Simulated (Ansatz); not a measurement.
# CH8BNSi: what the fields show

```csv
atom,x (Å),y (Å),z (Å)
C,-0.5367,2.0382,0.2899
N,-0.4401,0.5952,0.2628
B,0.5548,-0.1618,-0.3302
Si,0.4933,-2.1733,-0.2468
H,-1.4561,2.3845,-0.1918
H,0.3137,2.4600,-0.2443
H,-0.5261,2.4184,1.3157
H,-1.1999,0.1319,0.7393
H,1.4408,0.4277,-0.8870
H,0.4472,-2.7811,-1.6082
H,1.6946,-2.7339,0.4370
H,-0.7085,-2.6610,0.4975
```

Geometry: PBE0-D4/def2-TZVP.

Level of theory: RKS PBE0-D4/def2-TZVPP in Ansatz.

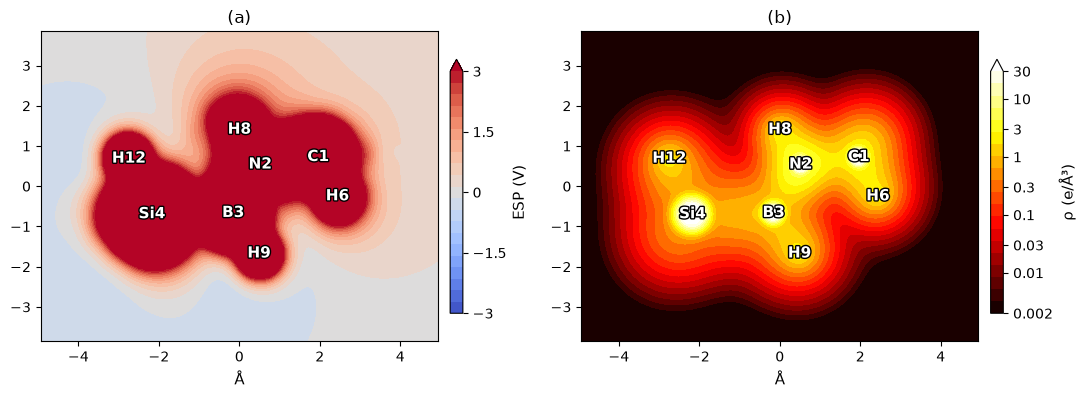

Figure 1. (a) electrostatic potential; (b) electron density on the plane of atoms C1, N2 and H8.

Question: Read the bonding off the picture.

Answer:
- The plane passes through C, N, B, Si and H nuclei.
- B–N (1.38 Å): ρ at the midpoint is about 2 e/Å³.
- C–N (1.45 Å): ρ at the midpoint is about 1.9 e/Å³.
- Si–B (2.01 Å): ρ is about 0.81 e/Å³ halfway.
- N–H (1.01 Å): ρ is about 3 e/Å³ halfway.
- C–H (1.09 Å): the density is about 2.1 e/Å³ at the midpoint.
- Outside the dense part of the molecule the potential is most negative (−0.4 V) near H10, which lies off the plane.

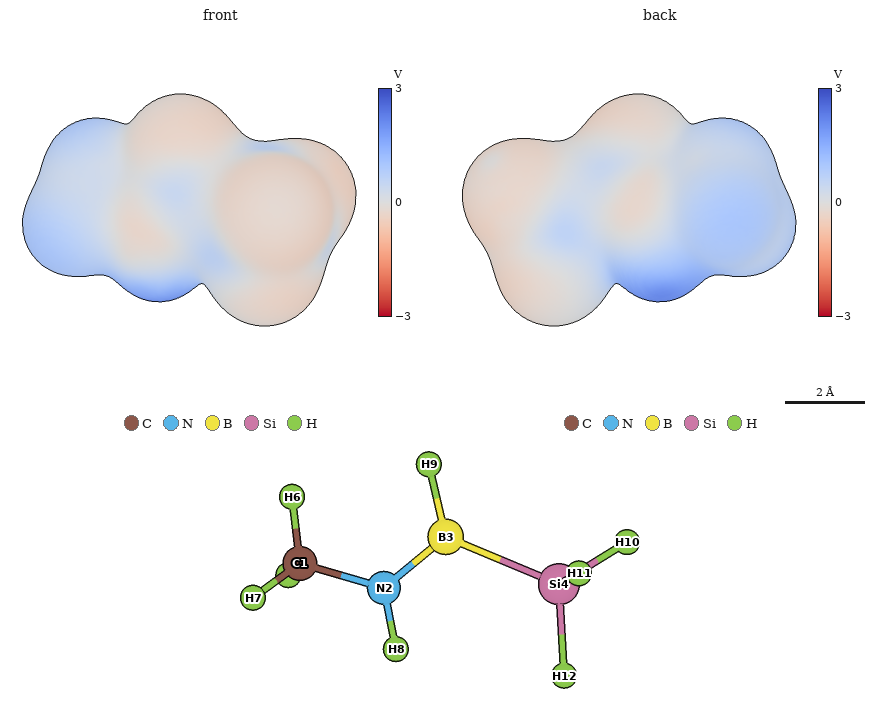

Figure 2. The electrostatic potential painted on the density surface at 0.002 e/bohr³, seen from the front and from behind; the colour scale runs from red (negative) to blue (positive). The bare structure is drawn below in the same view.

Question: Describe the electrostatic potential map.

Answer: The most negative region (about −0.4 V) lies over H9, H10 and H11, the most positive (about +2.0 V) over H8.

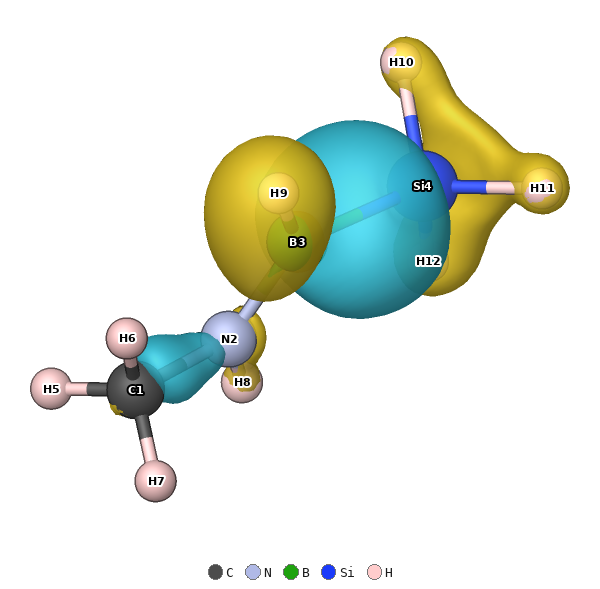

Figure 3. The HOMO at ±0.15 Å⁻³ᐟ² (yellow and cyan are the two phases), seen at an oblique angle.

Question: What is the character of this orbital?

Answer: Its weight (Hirshfeld) is mainly on Si4 (about 35 %), B3 (about 35 %) and H9 (about 10 %). Its energy is −7.82 eV.

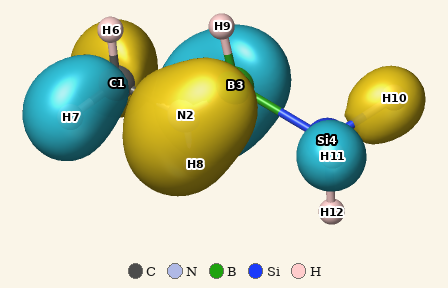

Figure 4. The HOMO−1 at ±0.08 Å⁻³ᐟ² (yellow and cyan are the two phases), seen at a tilt.

Question: What is the character of this orbital?

Answer: Its weight (Hirshfeld) is mainly on N2 (about 50 %), B3 (about 15 %) and C1 (about 10 %). Its energy is −8.11 eV.
